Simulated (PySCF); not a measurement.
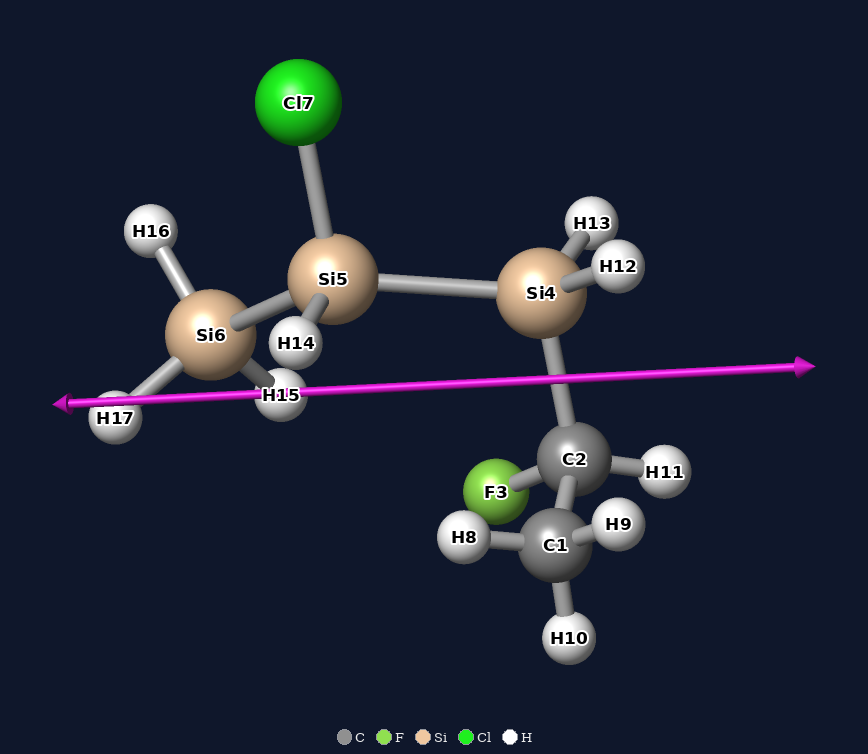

The double arrow shows the direction of the transition dipole to excited singlet state 3 (its length means nothing). The geometry was computed by an optimisation with GFN2-xTB. No frequency run is at hand to confirm it as a minimum. Properties computed with TDDFT ωB97X-D/def2-SVPD, vertical, gas phase, core orbitals frozen in the response (PySCF 2.14.0).

### Give its energy, strength and character.

6.43 eV (193 nm), oscillator strength 0.14, mainly HOMO → LUMO+1 (weight 0.86); transition dipole 2.39 D.

The geometry is semi-empirical. Around Si such bond lengths and angles can be off by a tenth of an ångström or more and by several degrees, and values that hang on the shape move with them.
